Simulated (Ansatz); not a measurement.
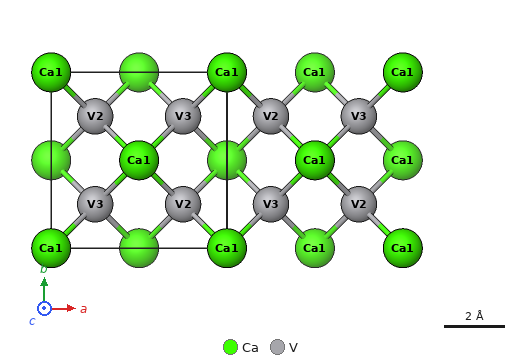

This is the input geometry for a relaxation of crystalline CaV2 (built on the fluorite_225 type) (coarse preliminary run). The picture is a ball-and-stick view of the conventional cell (4 times the calculation's cell), repeated 2 × 1 × 1 with one cell outlined, seen along the c axis. Lengths and directions refer to the drawn axes.

Case: fluorite type (Fm-3m, No. 225).

All numbers below come from DFT PBE, scalar-relativistic, plane waves, PAW (Ansatz).

Input
```yaml
crystal:
  lattice:
    - [0.0, 2.9790347585, 2.9790347585]
    - [2.9790347585, 0.0, 2.9790347585]
    - [2.9790347585, 2.9790347585, 0.0]
  atoms:
    - { symbol: Ca, position: [0.0, 0.0, 0.0], spin: 0.15 }
    - { symbol: V, position: [0.25, 0.25, 0.25], spin: 0.93 }
    - { symbol: V, position: [0.75, 0.75, 0.75], spin: 0.93 }
basis:
  ecutwfc: 420
kpoints:
  mp_grid: { grid: [6, 6, 6] }
hamiltonian:
  xc: pbe
scf:
  occupations: { method: gaussian, width: 0.1 }
  lower_state_search: "off"
output:
  forces: true
  stress: true
  eigenvalues: true
  populations: true
magnetization:
  spin_polarized: true
relax:
  adjacent_minimum: "off"
  f_tol: 0.04
  max_steps: 70
  cell: { stress_tol: 0.4 }
```

Run as
```bash
ansatz run input.yaml --threads 1 --pin off --max-ram 2560MiB --backend cpu --events-out ev --progress --plain --runs-dir out
```

> Where does the relaxation end?

The energy falls by 436 meV per atom in 6 accepted moves (8 points after the start). All forces vanish by symmetry, so only the cell relaxes. Pressure: 15.06 GPa at the start and −0.19 GPa at the end. At 2 points the geometry stayed and the basis and grid were re-selected for the new cell (energy shift of 37.4 meV per atom at most each time). The atoms keep their places relative to the cell (all moves are under 0.005 Å). The drawn cell changes as follows: a = b = c 5.958 → 7.076 Å (+18.8 %); the volume changes by +67.5 %. Among the contacts that change: V2–V3 2.979 → 3.538 Å, Ca1–V2 2.580 → 3.064 Å. The space group stays Fm-3m (No. 225).

Step by step:

| step | E − E(0), meV/atom | pressure, GPa | volume, Å³/atom | note |
| --- | --- | --- | --- | --- |
| 0 | 0.00 | 15.06 | 17.625 |  |
| 1 | -181.16 | 8.98 | 20.368 |  |
| 2 | -321.28 | 5.77 | 23.341 |  |
| 3 | -373.87 | -0.52 | 26.589 |  |
| 4 | -374.39 | 0.03 | 26.285 |  |
| 5 | -411.76 | 2.59 | 26.285 | same geometry, new basis |
| 6 | -429.07 | 1.36 | 27.726 |  |
| 7 | -435.02 | -0.19 | 29.523 |  |
| 8 | -435.66 | -0.19 | 29.523 | same geometry, new basis |

The structure at the end:

```
CELL_PARAMETERS angstrom
0.00000 3.53795 3.53795
3.53795 0.00000 3.53795
3.53795 3.53795 0.00000
ATOMIC_POSITIONS crystal
Ca 0.00000 0.00000 0.00000
V 0.25000 0.25000 0.25000
V 0.75000 0.75000 0.75000
```

After the run, drawn alike:

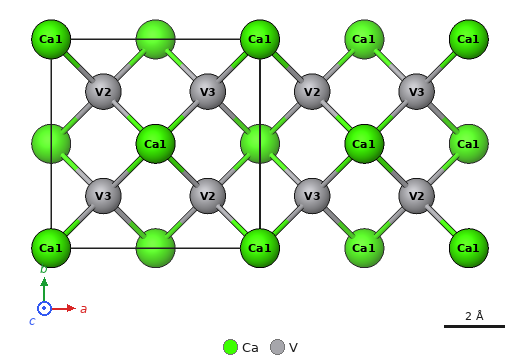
